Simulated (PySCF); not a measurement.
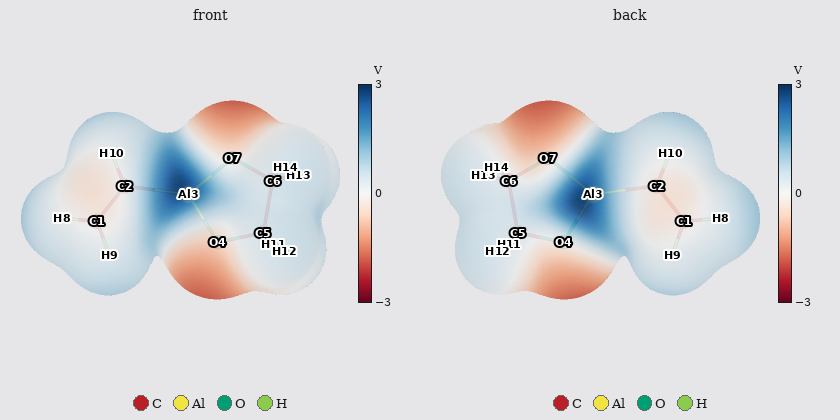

Figure. C4H7AlO2 (SMILES C=[CH][Al]1[O]CC[O]1). The molecular electrostatic potential painted on the density surface at 0.002 e/bohr³, seen from the front and from behind; red is negative and blue positive.

Geometry: GFN2-xTB.

Level of theory: PBE0/pcSseg-1, SCF density, gas phase, non-relativistic in PySCF 2.14.0.

```xyz
14

C     3.0137   -0.4949   -0.7383
C     2.2452   -0.8561    0.2828
Al    0.3825   -0.2735    0.3574
O    -0.5095    0.7054   -0.7182
C    -1.8300    0.8693   -0.2739
C    -2.0478    0.1182    1.0917
O    -0.8743   -0.5483    1.4763
H     4.0503   -0.7950   -0.8270
H     2.6334    0.1229   -1.5375
H     2.6595   -1.4786    1.0710
H    -2.0339    1.9371   -0.1464
H    -2.5130    0.4684   -1.0296
H    -2.8566   -0.6124    0.9888
H    -2.3201    0.8371    1.8712
```

### Describe the electrostatic potential map.

The most negative region (about −1.7 V) lies over O4 and O7, the most positive (about +2.8 V) over Al3.

### How polar is the molecule by this calculation?

Its dipole moment is 0.86 D.
